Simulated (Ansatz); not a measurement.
System: SnSe3.

```xyz
4
Lattice="4.5247 0.0000 0.0000 0.0000 4.5247 0.0000 0.0000 0.0000 4.5247" Properties=species:S:1:pos:R:3 pbc="T T T"
Sn    0.0000    0.0000    0.0000
Se    0.0000    2.2623    2.2623
Se    2.2623    0.0000    2.2623
Se    2.2623    2.2623    0.0000
```

Space group Pm-3m; a structure generated by program, which may or may not match a known phase.

Theory: Ansatz, DFT PBE, scalar-relativistic, plane waves, PAW.

Question: What will maps of the valence pseudo-density and electron localisation function show?

Answer: Sn–Se (3.20 Å): the density is about 0.15 e/Å³ at the midpoint; the ELF is about 0.25 at the midpoint.

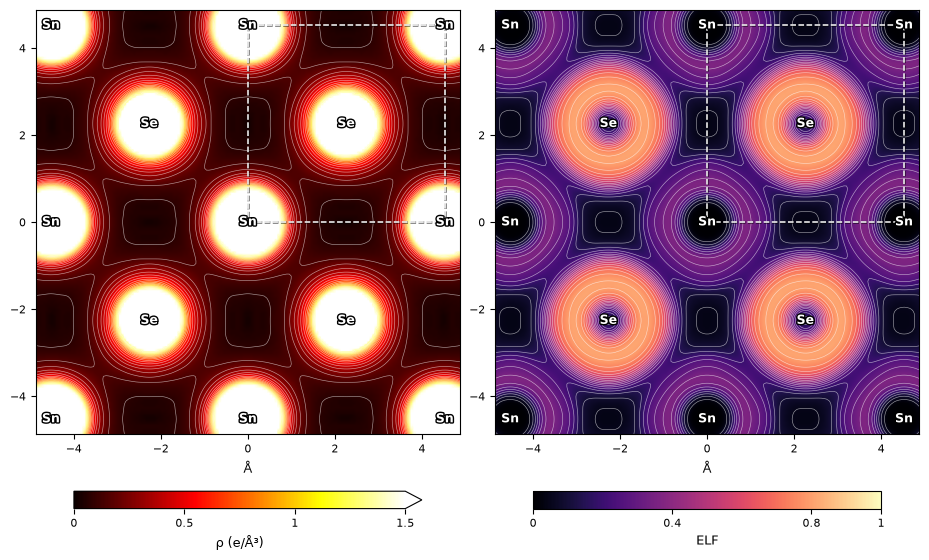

Computed valence pseudo-density and electron localisation function on the (001) plane of the conventional cell, in this order. 

Core electrons are frozen (PAW), and the valence fields are smoothed inside the atomic spheres.
